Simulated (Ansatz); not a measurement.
## AlZrH4O2F3: geometry relaxation (part 2 of 2)

Continued. System: AlZrH4O2F3. Method: RKS B3LYP-D4/def2-SVP (Ansatz 0.2.0). It belongs to a series of runs on one base structure; here: end point B relaxed.

Geometry of the input (Å):
```
Zr -0.2943  0.0191  -0.7862
F  -0.4351  0.7840  2.2872
O  1.2905  -0.8572  -0.1695
H  2.0914  -1.1700  0.2580
F  -0.1428  1.9283  -0.8276
F  -0.6017  -0.5317  -2.5936
O  -1.9648  -0.5474  0.2200
Al -3.4761  -1.3627  0.3626
H  -3.5953  -2.8387  -0.1938
H  -4.6568  -0.5762  1.0695
H  -1.2742  0.4622  2.0510
```

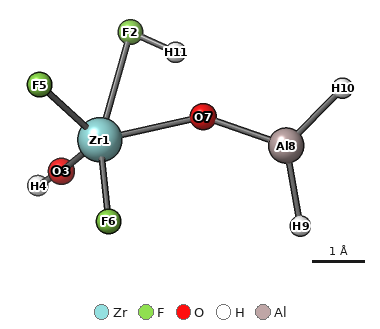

Fig. 1: The geometry at step 12 of the log (ball-and-stick view, seen at a tilt; atoms are numbered from 1 in the order of the input).

## Trajectory as extended XYZ, continued
```
11
Properties=species:S:1:pos:R:3:forces:R:3 step=4 energy=-20186.85887
Zr   -0.2880    0.1120   -0.5141    0.5841  -0.1554  -0.1207
F    -0.4313    0.7124    1.7085    0.4525   0.4138   0.6505
O     1.3067   -0.8544   -0.0525    0.2755  -0.0934   0.1002
H     2.1318   -1.2145    0.2919   -0.2374   0.1028  -0.1125
F    -0.1540    2.0005   -0.7566    0.0709   0.3752  -0.0910
F    -0.6786   -0.4660   -2.2816   -0.1646  -0.1809  -0.5543
O    -1.9667   -0.5072    0.3762   -0.5222  -0.2416   0.2852
Al   -3.4832   -1.3416    0.3975    0.0697   0.0257  -0.0026
H    -3.5552   -2.7923   -0.2141   -0.0069   0.0047  -0.0250
H    -4.6707   -0.5873    1.1083   -0.0431  -0.0119   0.0042
H    -1.2698    0.2483    1.6143   -0.4787  -0.2389  -0.1340
11
Properties=species:S:1:pos:R:3:forces:R:3 step=5 energy=-20186.90386
Zr   -0.2747    0.1026   -0.5245    0.1585   0.0229  -0.1871
F    -0.4461    0.7204    1.7818   -0.2303  -0.0472   0.0731
O     1.3254   -0.8550   -0.0645   -0.6448   0.3165  -0.2592
H     2.1399   -1.2037    0.2709    0.5692  -0.2516   0.2228
F    -0.1163    2.0025   -0.7809    0.0200  -0.1064   0.0066
F    -0.7017   -0.4864   -2.3041    0.0115   0.0214   0.1002
O    -1.9638   -0.5115    0.3900   -0.1162   0.0016   0.1570
Al   -3.4819   -1.3411    0.3982    0.0070  -0.0116   0.0003
H    -3.5566   -2.7865   -0.2272    0.0058   0.0119  -0.0240
H    -4.6799   -0.5982    1.1072   -0.0091  -0.0054  -0.0013
H    -1.3034    0.2667    1.6306    0.2283   0.0480  -0.0884
11
Properties=species:S:1:pos:R:3:forces:R:3 step=6 energy=-20186.91690
Zr   -0.2733    0.0963   -0.5142    0.0129   0.0599   0.0506
F    -0.4707    0.7495    1.7909    0.2137   0.1406   0.0734
O     1.3325   -0.8562   -0.0754   -0.3055   0.1506  -0.1098
H     2.1499   -1.2170    0.2593    0.2397  -0.1099   0.0842
F    -0.0860    1.9879   -0.7931    0.0155  -0.0919  -0.0186
F    -0.7598   -0.5118   -2.2690    0.0096   0.0027   0.0445
O    -1.9623   -0.4947    0.4493   -0.0286  -0.0490  -0.0848
Al   -3.4728   -1.3374    0.3969   -0.0321   0.0173   0.0472
H    -3.5184   -2.7597   -0.2830    0.0009   0.0190  -0.0174
H    -4.6902   -0.6224    1.1078    0.0128  -0.0374  -0.0248
H    -1.3081    0.2751    1.6082   -0.1389  -0.1019  -0.0444
11
Properties=species:S:1:pos:R:3:forces:R:3 step=7 energy=-20186.91980
Zr   -0.2783    0.1062   -0.4942    0.0326  -0.0094  -0.1101
F    -0.4643    0.7766    1.8061   -0.0365  -0.0538  -0.0881
O     1.3262   -0.8520   -0.0768    0.2327  -0.0955   0.1392
H     2.1563   -1.2224    0.2467   -0.2612   0.1100  -0.1192
F    -0.0524    1.9823   -0.8329   -0.0133  -0.0386   0.0246
F    -0.7877   -0.5318   -2.2323    0.0165   0.0231   0.0583
O    -1.9696   -0.4880    0.4685    0.0576   0.0278   0.0794
Al   -3.4732   -1.3433    0.4028   -0.0380   0.0229  -0.0523
H    -3.5114   -2.7394   -0.3320    0.0148   0.0176   0.0184
H    -4.7087   -0.6553    1.1061    0.0209  -0.0267   0.0148
H    -1.2960    0.2767    1.6155   -0.0261   0.0225   0.0349
11
Properties=species:S:1:pos:R:3:forces:R:3 step=8 energy=-20186.92273
Zr   -0.2766    0.1033   -0.4933    0.0087  -0.0086  -0.0063
F    -0.4651    0.7767    1.7961    0.0162   0.0100  -0.0309
O     1.3258   -0.8542   -0.0728    0.0771  -0.0309   0.0576
H     2.1534   -1.2228    0.2463   -0.0657   0.0216  -0.0409
F    -0.0491    1.9774   -0.8320   -0.0057   0.0054   0.0026
F    -0.7929   -0.5375   -2.2261   -0.0043  -0.0001  -0.0050
O    -1.9678   -0.4848    0.4781   -0.0128   0.0232  -0.0004
Al   -3.4749   -1.3333    0.3914    0.0062  -0.0298   0.0352
H    -3.5014   -2.7296   -0.3425   -0.0010   0.0269  -0.0142
H    -4.7072   -0.6694    1.1220    0.0116  -0.0040  -0.0132
H    -1.3033    0.2839    1.6105   -0.0303  -0.0137   0.0155
11
Properties=species:S:1:pos:R:3:forces:R:3 step=9 energy=-20186.92499
Zr   -0.2699    0.1019   -0.4793   -0.0201   0.0216  -0.0477
F    -0.4898    0.8123    1.7877    0.0125   0.0125  -0.0076
O     1.3229   -0.8670   -0.0472   -0.0256   0.0099   0.0170
H     2.1591   -1.2583    0.2108    0.0195  -0.0172   0.0050
F    -0.0223    1.9695   -0.8415   -0.0005  -0.0099   0.0071
F    -0.7847   -0.5434   -2.2110    0.0108  -0.0022   0.0054
O    -1.9814   -0.4630    0.4739    0.0374   0.0250   0.0359
Al   -3.4707   -1.3388    0.3947   -0.0103  -0.0061   0.0210
H    -3.4930   -2.7036   -0.3893    0.0030  -0.0204  -0.0332
H    -4.6963   -0.7249    1.1736   -0.0143   0.0097   0.0095
H    -1.3329    0.3251    1.6053   -0.0125  -0.0230  -0.0124
11
Properties=species:S:1:pos:R:3:forces:R:3 step=10 energy=-20186.92675
Zr   -0.2710    0.1057   -0.4747   -0.0104   0.0137   0.0231
F    -0.5036    0.8502    1.7717    0.0203   0.0261   0.0231
O     1.3065   -0.8777   -0.0203    0.0406  -0.0263   0.0073
H     2.1442   -1.2935    0.1963   -0.0561   0.0251  -0.0040
F     0.0037    1.9654   -0.8564   -0.0025  -0.0081  -0.0072
F    -0.7833   -0.5550   -2.2006    0.0010  -0.0020  -0.0056
O    -1.9880   -0.4432    0.4868    0.0310  -0.0006   0.0001
Al   -3.4612   -1.3454    0.4033   -0.0428  -0.0026  -0.0162
H    -3.4731   -2.6696   -0.4534   -0.0032   0.0078   0.0062
H    -4.6858   -0.7827    1.2267    0.0177  -0.0167   0.0004
H    -1.3475    0.3556    1.5981    0.0042  -0.0165  -0.0273
11
Properties=species:S:1:pos:R:3:forces:R:3 step=11 energy=-20186.92734
Zr   -0.2709    0.1094   -0.4707   -0.0023   0.0093  -0.0002
F    -0.5082    0.8721    1.7662    0.0020  -0.0013   0.0026
O     1.2975   -0.8832   -0.0064    0.0799  -0.0428   0.0084
H     2.1344   -1.3091    0.1970   -0.0886   0.0444  -0.0083
F     0.0141    1.9640   -0.8711   -0.0024  -0.0112  -0.0004
F    -0.7844   -0.5604   -2.1930    0.0021   0.0011   0.0025
O    -1.9891   -0.4364    0.4922    0.0290   0.0074  -0.0027
Al   -3.4589   -1.3443    0.3995   -0.0388  -0.0373   0.0094
H    -3.4693   -2.6512   -0.4876   -0.0069   0.0423   0.0168
H    -4.6768   -0.8169    1.2585    0.0328  -0.0149  -0.0222
H    -1.3475    0.3656    1.5929   -0.0067   0.0030  -0.0058
11
Properties=species:S:1:pos:R:3:forces:R:3 step=12 energy=-20186.92779
Zr   -0.2709    0.1104   -0.4726   -0.0040  -0.0066   0.0117
F    -0.5068    0.8790    1.7603    0.0108   0.0097   0.0066
O     1.2921   -0.8855    0.0007   -0.0294   0.0179  -0.0289
H     2.1251   -1.3102    0.2098    0.0386  -0.0192   0.0218
F     0.0130    1.9631   -0.8801    0.0039   0.0079  -0.0024
F    -0.7852   -0.5638   -2.1926    0.0001  -0.0042  -0.0054
O    -1.9852   -0.4368    0.4963   -0.0018  -0.0083  -0.0107
Al   -3.4547   -1.3467    0.4024   -0.0434  -0.0120   0.0028
H    -3.4741   -2.6349   -0.5109   -0.0016   0.0348   0.0212
H    -4.6683   -0.8323    1.2762    0.0434  -0.0201  -0.0209
H    -1.3442    0.3675    1.5882   -0.0168   0.0002   0.0042
11
Properties=species:S:1:pos:R:3:forces:R:3 step=13 energy=-20186.92827
Zr   -0.2700    0.1070   -0.4818   -0.0297   0.0114   0.0345
F    -0.5174    0.8840    1.7573    0.0012  -0.0036  -0.0023
O     1.2879   -0.8892    0.0050   -0.0084   0.0069  -0.0225
H     2.1234   -1.3038    0.2235    0.0410  -0.0221   0.0227
F     0.0175    1.9619   -0.8758    0.0028   0.0138  -0.0070
F    -0.7641   -0.5570   -2.2110   -0.0045  -0.0110  -0.0116
O    -1.9841   -0.4447    0.4805   -0.0091  -0.0038  -0.0088
Al   -3.4573   -1.3505    0.4056    0.0037  -0.0033  -0.0069
H    -3.4969   -2.6299   -0.5173   -0.0052   0.0215   0.0110
H    -4.6480   -0.8384    1.3067    0.0085  -0.0118  -0.0026
H    -1.3502    0.3703    1.5850   -0.0003   0.0018  -0.0066
11
Properties=species:S:1:pos:R:3:forces:R:3 step=14 energy=-20186.92895
Zr   -0.2674    0.1064   -0.4834   -0.0102  -0.0050   0.0126
F    -0.5281    0.9001    1.7492    0.0058   0.0065  -0.0069
O     1.2836   -0.8935    0.0198    0.0157   0.0015  -0.0179
H     2.1203   -1.3079    0.2375    0.0055  -0.0043   0.0143
F     0.0267    1.9581   -0.8895    0.0005   0.0082  -0.0003
F    -0.7503   -0.5665   -2.2126    0.0003  -0.0061  -0.0003
O    -1.9846   -0.4427    0.4730   -0.0327  -0.0004   0.0031
Al   -3.4560   -1.3530    0.4083   -0.0044  -0.0005  -0.0088
H    -3.5206   -2.5962   -0.5626   -0.0021   0.0290   0.0209
H    -4.6236   -0.8800    1.3623    0.0273  -0.0149  -0.0142
H    -1.3590    0.3850    1.5756   -0.0056  -0.0139  -0.0024
11
Properties=species:S:1:pos:R:3:forces:R:3 step=15 energy=-20186.92923
Zr   -0.2637    0.1008   -0.4896    0.0211  -0.0035  -0.0028
F    -0.5422    0.9191    1.7324    0.0247   0.0002   0.0095
O     1.2826   -0.8964    0.0380   -0.0415   0.0359  -0.0300
H     2.1195   -1.3003    0.2712    0.0364  -0.0198   0.0219
F     0.0305    1.9506   -0.9061    0.0015  -0.0035  -0.0039
F    -0.7264   -0.5878   -2.2180    0.0021  -0.0009   0.0068
O    -1.9860   -0.4406    0.4591   -0.0604  -0.0210   0.0091
Al   -3.4591   -1.3498    0.4072   -0.0383  -0.0283   0.0315
H    -3.5664   -2.5402   -0.6295   -0.0044   0.0718   0.0501
H    -4.5818   -0.9388    1.4500    0.0799  -0.0284  -0.0803
H    -1.3661    0.3930    1.5630   -0.0213  -0.0024  -0.0121
11
Properties=species:S:1:pos:R:3:forces:R:3 step=16 energy=-20186.92991
Zr   -0.2646    0.0994   -0.4895    0.0181  -0.0063  -0.0053
F    -0.5369    0.9107    1.7364   -0.0073  -0.0046  -0.0083
O     1.2862   -0.8909    0.0364    0.0232  -0.0015  -0.0106
H     2.1248   -1.2917    0.2741   -0.0262   0.0102   0.0033
F     0.0271    1.9485   -0.9103   -0.0032  -0.0023   0.0027
F    -0.7267   -0.5937   -2.2164    0.0028  -0.0018   0.0079
O    -1.9875   -0.4422    0.4599   -0.0277  -0.0104   0.0202
Al   -3.4587   -1.3535    0.4112   -0.0450   0.0140  -0.0059
H    -3.5747   -2.5335   -0.6332    0.0047   0.0384   0.0418
H    -4.5826   -0.9350    1.4454    0.0591  -0.0305  -0.0421
H    -1.3655    0.3916    1.5637    0.0016  -0.0050  -0.0037
11
Properties=species:S:1:pos:R:3:forces:R:3 step=17 energy=-20186.93101
Zr   -0.2637    0.0954   -0.4910   -0.0117  -0.0042   0.0009
F    -0.5335    0.9065    1.7311    0.0141   0.0063   0.0024
O     1.2949   -0.8836    0.0309    0.0013   0.0018   0.0007
H     2.1253   -1.2819    0.2980   -0.0004   0.0001   0.0027
F     0.0196    1.9435   -0.9198   -0.0016   0.0002   0.0000
F    -0.7276   -0.6101   -2.2121   -0.0008  -0.0009   0.0061
O    -1.9889   -0.4416    0.4642    0.0120   0.0004  -0.0088
Al   -3.4630   -1.3467    0.4085    0.0026   0.0061   0.0002
H    -3.5895   -2.5035   -0.6545   -0.0021   0.0027  -0.0006
H    -4.5694   -0.9549    1.4633    0.0023  -0.0032   0.0013
H    -1.3633    0.3864    1.5590   -0.0157  -0.0093  -0.0050
11
Properties=species:S:1:pos:R:3:forces:R:3 step=18 energy=-20186.93148
Zr   -0.2616    0.0902   -0.4980   -0.0152  -0.0082   0.0120
F    -0.5349    0.9079    1.7203    0.0163   0.0142   0.0084
O     1.2995   -0.8774    0.0375    0.0277  -0.0142   0.0130
H     2.1234   -1.2674    0.3371   -0.0255   0.0140  -0.0128
F     0.0132    1.9371   -0.9359    0.0001   0.0048  -0.0041
F    -0.7178   -0.6323   -2.2138    0.0018  -0.0014   0.0007
O    -1.9874   -0.4443    0.4586    0.0080  -0.0016  -0.0108
Al   -3.4646   -1.3444    0.4103   -0.0180  -0.0047  -0.0113
H    -3.6277   -2.4512   -0.7031   -0.0031   0.0215   0.0271
H    -4.5372   -0.9939    1.5163    0.0199  -0.0135  -0.0188
H    -1.3641    0.3854    1.5484   -0.0122  -0.0110  -0.0034
11
Properties=species:S:1:pos:R:3:forces:R:3 step=19 energy=-20186.93165
Zr   -0.2605    0.0877   -0.4988    0.0022  -0.0057  -0.0061
F    -0.5336    0.9059    1.7191   -0.0076   0.0027  -0.0052
O     1.3043   -0.8722    0.0400    0.0435  -0.0244   0.0238
H     2.1262   -1.2582    0.3513   -0.0434   0.0227  -0.0222
F     0.0095    1.9333   -0.9453   -0.0023   0.0029   0.0011
F    -0.7130   -0.6443   -2.2116    0.0027  -0.0010   0.0017
O    -1.9871   -0.4456    0.4561    0.0053   0.0094  -0.0035
Al   -3.4675   -1.3401    0.4079   -0.0196  -0.0274  -0.0044
H    -3.6495   -2.4286   -0.7206    0.0020   0.0281   0.0221
H    -4.5243   -1.0123    1.5351    0.0151  -0.0024  -0.0157
H    -1.3638    0.3840    1.5445    0.0021  -0.0048   0.0083
11
Properties=species:S:1:pos:R:3:forces:R:3 step=20 energy=-20186.93178
Zr   -0.2594    0.0849   -0.4992    0.0010   0.0112  -0.0172
F    -0.5356    0.9085    1.7160   -0.0073  -0.0123  -0.0013
O     1.3083   -0.8693    0.0417    0.0223  -0.0159   0.0229
H     2.1286   -1.2520    0.3598   -0.0233   0.0136  -0.0163
F     0.0049    1.9303   -0.9505   -0.0008  -0.0040   0.0006
F    -0.7083   -0.6546   -2.2098    0.0026   0.0004   0.0037
O    -1.9868   -0.4463    0.4551    0.0097  -0.0074   0.0034
Al   -3.4682   -1.3392    0.4081   -0.0272  -0.0154  -0.0046
H    -3.6648   -2.4088   -0.7349    0.0053   0.0192   0.0168
H    -4.5150   -1.0243    1.5480    0.0151  -0.0033  -0.0111
H    -1.3630    0.3805    1.5435    0.0026   0.0139   0.0030
```

## Results in brief

| quantity | value |
| --- | --- |
| outcome | converged |
| total energy | −20186.9321 eV |
| mean-field energy | −20186.5372 eV |
| largest force (length of the vector) at the end | 0.036 eV/Å |
| hardware | 4 threads of Arm Neoverse V1, 24 GiB of memory available, shared host |
| wall time | 66 s (CPU time 4.1 min) |
| peak memory | 0.43 GiB |
